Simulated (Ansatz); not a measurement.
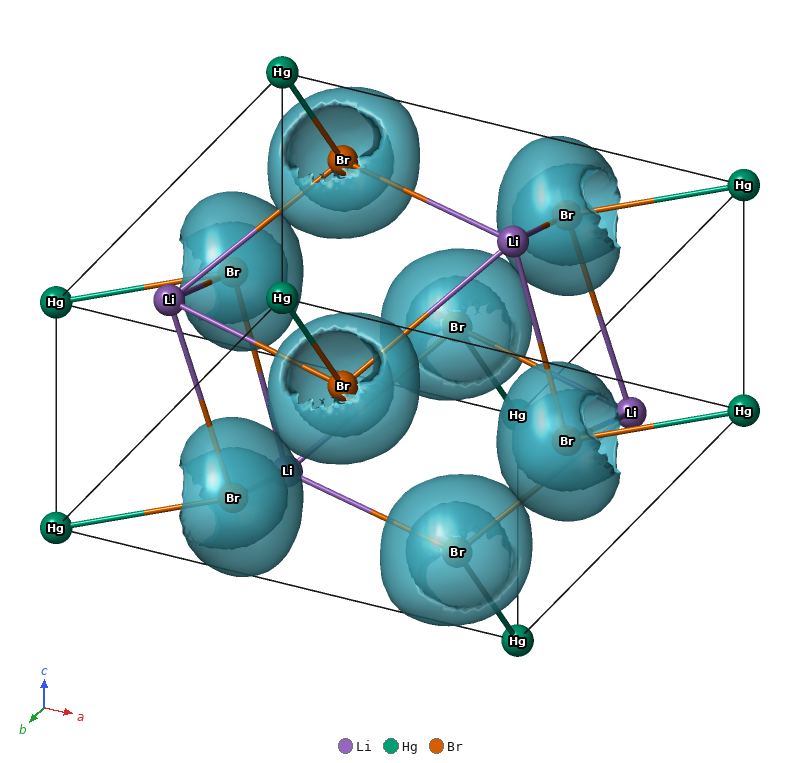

Figure. Li$_{2}$HgBr$_{4}$. Isosurface of the electron localisation function at 0.85 (cyan), seen at an oblique angle. Only the valence region is drawn (cores and ρ < 0.01 e/Å³ removed). Sticks mark near contacts.

Space group P4/mmm; a structure from a database of computed crystals, not necessarily the ambient phase; started from the K2PdCl4-123 prototype, which need not be the ambient phase.

Computed with DFT, r2SCAN+rVV10, plane waves, PAW (Ansatz).

The calculation's input:

```
crystal:
  lattice:
    - [7.2942377632, 0.0, 0.0]
    - [0.0, 7.2942377632, 0.0]
    - [0.0, 0.0, 3.6930821914]
  atoms:
    - { symbol: Li, position: [0.5, 0.0, 0.5] }
    - { symbol: Li, position: [0.0, 0.5, 0.5] }
    - { symbol: Hg, position: [0.0, 0.0, 0.0] }
    - { symbol: Br, position: [0.2571161882, 0.7428838118, 0.0] }
    - { symbol: Br, position: [0.2571161882, 0.2571161882, 0.0] }
    - { symbol: Br, position: [0.7428838118, 0.7428838118, 0.0] }
    - { symbol: Br, position: [0.7428838118, 0.2571161882, 0.0] }
kpoints:
  mp_grid: { grid: [4, 4, 8] }
  band_path:
    path:
      - [0.0, 0.0, 0.0]
      - [0.0, 0.5, 0.0]
      - [0.5, 0.5, 0.0]
      - [0.0, 0.0, 0.5]
      - [0.0, 0.5, 0.5]
      - [0.5, 0.5, 0.5]
    npoints: 1
hamiltonian:
  xc: r2scan
  dispersion: rvv10
scf:
  occupations: { method: fermi_dirac, width: 0.03 }
  n_extra_bands: 5
output:
  forces: true
  stress: true
  eigenvalues: true
  write_density: true
  write_potential: true
  elf: true
  volumetric_format: npy
```

Command:

```sh
ansatz run input.yaml --threads 4 --pin off --max-ram 4608MiB --backend cpu --events-out ev --progress --plain --runs-dir out
```

Below, planes, directions and counts refer to the conventional cell (a = 7.29 Å, b = 7.29 Å, c = 3.69 Å, α = 90.00°, β = 90.00°, γ = 90.00°).

> Where are the electrons localised?

The ELF exceeds this value in four regions wrapped around Br (the valence shell of each), counted in one cell of 7 atoms. Regions shared between cells count once.

Values along the shortest contacts:
Hg–Br (2.65 Å): the ELF is about 0.30 at the midpoint. Li–Br (3.17 Å): the ELF is about 0.65 at the midpoint: a largely ionic contact.
